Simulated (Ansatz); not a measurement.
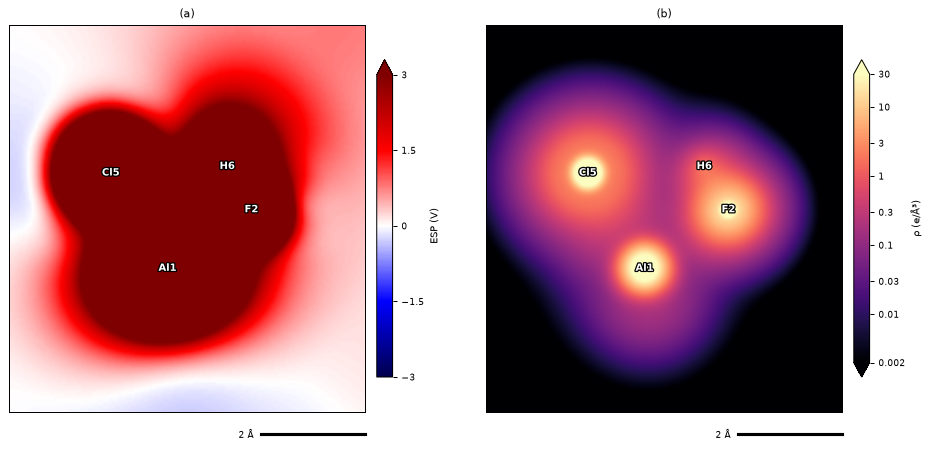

The picture shows: AlClF₃H. (a) electrostatic potential; (b) electron density on the plane of atoms F2, Al1 and Cl5.

The calculation used Ansatz 0.2.0, RKS B3LYP/def2-SVP.

```xyz
6

Al    0.0235   -0.4766   -0.1088
F     0.0151    0.0020    1.8062
F     1.4423    0.1790   -0.6521
F    -1.4262    0.1115   -0.6489
Cl    0.0716   -2.5143    0.5504
H     0.0325   -0.9023    2.1233
```

### Interpret the plot.

- The plane passes through Al, F, Cl and H nuclei.
- Al–Cl (2.14 Å): ρ is about 0.66 e/Å³ halfway.
- F–H (0.96 Å): the density is about 4.4 e/Å³ at the midpoint.
- The potential has no marked negative region in this plane.
